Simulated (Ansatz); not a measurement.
H12Si5 (SMILES [SiH3][Si]([SiH3])([SiH3])[SiH3])

The calculation's input:

```
crystal:
  periodic: [false, false, false]
  atoms:
    - { symbol: Si, position_ang: [-2.062653, 1.128762, -2.655578] }
    - { symbol: Si, position_ang: [-1.796012, -0.021877, -0.764132] }
    - { symbol: Si, position_ang: [0.321611, 0.144109, -0.085343] }
    - { symbol: Si, position_ang: [-2.29625, -2.165433, -1.121286] }
    - { symbol: Si, position_ang: [-3.146759, 0.805056, 0.805676] }
    - { symbol: H, position_ang: [-1.731501, 2.540603, -2.413866] }
    - { symbol: H, position_ang: [-1.169908, 0.579144, -3.686263] }
    - { symbol: H, position_ang: [-3.460123, 1.015582, -3.097909] }
    - { symbol: H, position_ang: [0.491088, -0.61619, 1.161495] }
    - { symbol: H, position_ang: [0.645339, 1.559015, 0.148374] }
    - { symbol: H, position_ang: [1.206942, -0.402451, -1.12402] }
    - { symbol: H, position_ang: [-2.118628, -2.918553, 0.128771] }
    - { symbol: H, position_ang: [-1.402775, -2.704803, -2.156741] }
    - { symbol: H, position_ang: [-3.692991, -2.268369, -1.568391] }
    - { symbol: H, position_ang: [-4.540856, 0.692874, 0.352583] }
    - { symbol: H, position_ang: [-2.966489, 0.042703, 2.049744] }
    - { symbol: H, position_ang: [-2.812247, 2.217908, 1.036624] }
basis:
  gaussian: { orbitals: def2-TZVP }
hamiltonian:
  xc: pbe
relax:
  f_tol: 0.004
  max_steps: 200
output:
  orbitals: {}
```

Command:

```sh
ansatz run input.yaml --threads 4 --pin off --max-ram 10240MiB --backend cpu --events-out ev --progress --plain --runs-dir out
```

The fields are those of the relaxed geometry.

Method: DFT PBE, Gaussian basis def2-TZVP (Ansatz 0.2.0).

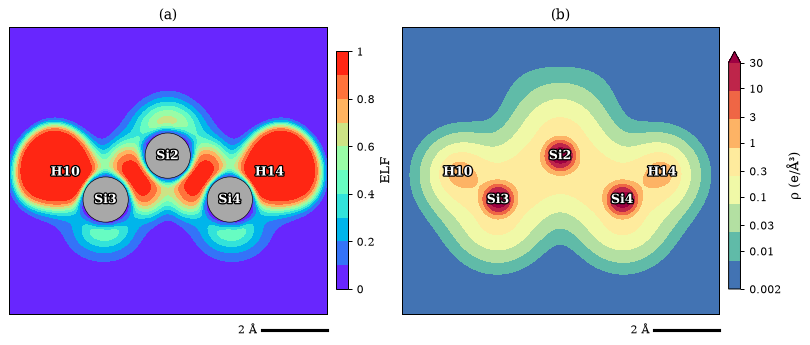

Figure 1. (a) ELF; (b) electron density on the plane of atoms Si3, Si2 and Si4. Grey discs cover the atomic cores in the ELF map.

Q: Describe what can be read from this map.

A: The plane passes through Si and H nuclei.
Si–Si (2.35 Å): ρ at the midpoint is about 0.59 e/Å³; the ELF peaks at about 1 between the atoms: a shared electron pair.
Si–H (1.50 Å): ρ at the midpoint is about 0.79 e/Å³; the ELF climbs to about 1 towards the hydrogen, as it does in any bond to H.

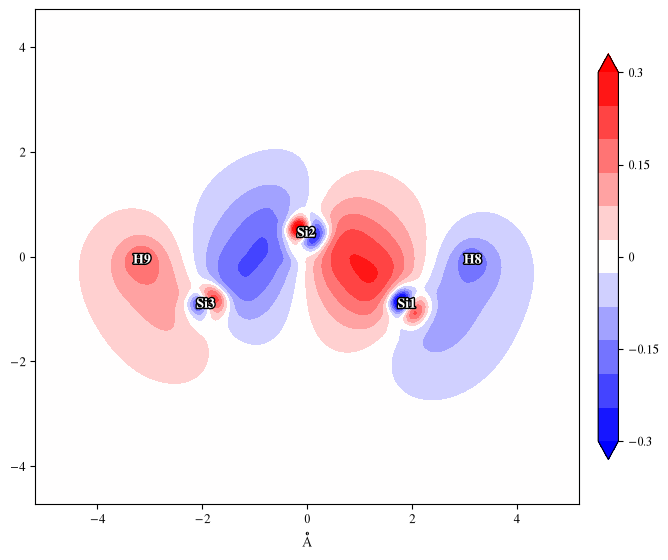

Figure 2. The HOMO on the plane of atoms Si2, Si3 and H9 (values in Å⁻³ᐟ²; the overall sign is arbitrary).

Q: What is the character of this orbital?

A: Its weight (Hirshfeld) is mainly on Si2 (about 30 %), Si1 (about 10 %), Si3 (about 10 %), Si4 (about 10 %) and Si5 (about 10 %). It is one of a degenerate set, so its orientation is arbitrary. Its energy is −6.98 eV.
